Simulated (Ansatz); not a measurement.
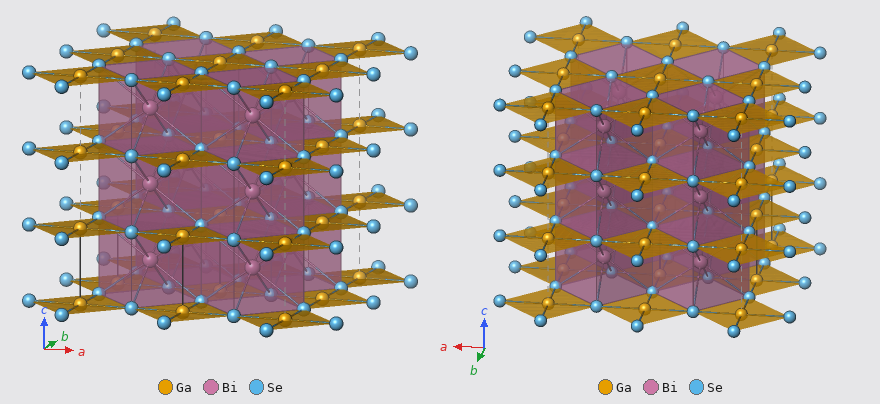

Polyhedra are drawn about Bi and Ga (bonds: Bi–Se below 3.6 Å and Ga–Se below 2.9 Å); other atoms are plain spheres. Two views of the same piece.

System GaBiSe2 (space group P4/mmm, No. 123); source of the atomic positions: the end point of a relaxation with DFT PBE, scalar-relativistic, plane waves, PAW in Ansatz; the starting structure was generated, so it need not be a known form of this composition.

What figure surrounds each Bi or Ga atom, and what does it share with the other drawn polyhedra?

Answer. Bi: BiSe8 cube, sharing edges with twelve neighbours, corners with eight neighbours and faces with two neighbours; Ga: GaSe4 square, sharing corners with four neighbours and edges with eight neighbours.

How do these polyhedra hang together as a whole?

Answer. They form a three-dimensional framework of corner-, edge- and face-sharing cubes and squares.

How far apart are the centres of linked polyhedra?

Answer. Centre to centre across a shared corner: 5.23 to 6.42 Å; across a shared edge: 4.14 to 5.23 Å; across a shared face: 3.73 Å.
